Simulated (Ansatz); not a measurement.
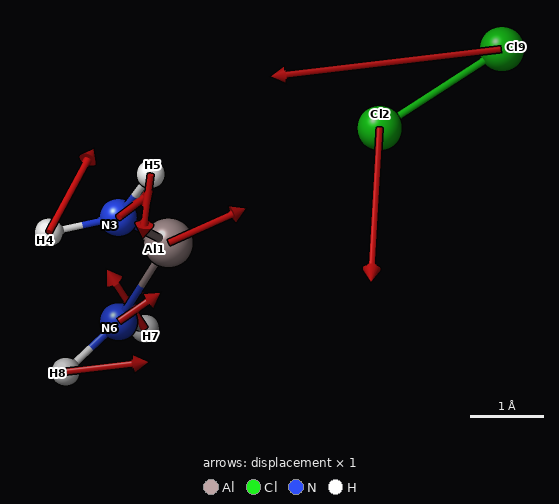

This is a relaxation of AlN$_{2}$H$_{4}$Cl$_{2}$ (multiplicity 2). The starting structure is drawn; red arrows show the displacements, at their true length. The two geometries are superimposed by the best rigid fit.

A ball-and-stick model, seen from a free direction.

The run prepares an end point of a later path (reaction) calculation, from a guessed geometry.

Theory: UKS B3LYP/def2-SVP in Ansatz 0.2.0.

Input
```yaml
crystal:
  periodic: [false, false, false]
  atoms:
    - { symbol: Al, position_ang: [0.00564, 0.024875, -0.29322] }
    - { symbol: Cl, position_ang: [-0.016933, 0.112524, 3.115193] }
    - { symbol: "N", position_ang: [1.579947, 0.127707, -1.100848] }
    - { symbol: H, position_ang: [1.744637, -0.126608, -2.069332] }
    - { symbol: H, position_ang: [2.458518, 0.261531, -0.611726] }
    - { symbol: "N", position_ang: [-1.567642, -0.135307, -1.088031] }
    - { symbol: H, position_ang: [-2.43869, -0.295814, -0.592871] }
    - { symbol: H, position_ang: [-1.743655, 0.032318, -2.074748] }
    - { symbol: Cl, position_ang: [-0.021821, -0.001226, 5.195582] }
magnetization:
  spin_polarized: true
  initial_magnetization: 1
basis:
  gaussian: { orbitals: def2-SVP }
hamiltonian:
  xc: b3lyp
relax:
  f_tol: 0.03
  max_steps: 50
output:
  orbitals: {}
```

Launched with:
```bash
ansatz run input.yaml --threads 4 --pin off --max-ram 5120MiB --backend cpu --events-out ev --progress --plain --runs-dir out
```

> Atoms of which element are displaced furthest, and by how much?

Chlorine: up to 3.23 Å, against 1.60 Å for hydrogen.

> What did the optimiser do to the structure, and how much energy did it gain?

Over 35 geometry steps the energy falls by 4.649 eV. Largest force component: 1.9 eV/Å at the start, 0.0074 eV/Å at the end. Cl9 moves most after the best rigid fit: 3.23 Å. By element the largest moves are Cl 3.23 Å, H 1.60 Å, Al 1.23 Å, N 0.80 Å. Among the contacts that change: Al1–Cl9 5.489 → 2.127 Å, Cl2–Cl9 2.084 → 3.680 Å, Al1–Cl2 3.410 → 2.127 Å, Al1–N3 1.772 → 1.873 Å. New bonds form, among them: Al1–Cl2 (3.41 → 2.13 Å), Al1–Cl9 (5.49 → 2.13 Å). Bonds break, among them: Cl2–Cl9 (2.08 → 3.68 Å). Bond angles that change, for instance: N3–Al1–N6 126.2° → 88.8°.

Limits of the set-up: the start holds two separate molecules, 3.4 Å apart at their closest, whose relative position is a soft coordinate and is computed without a dispersion correction.
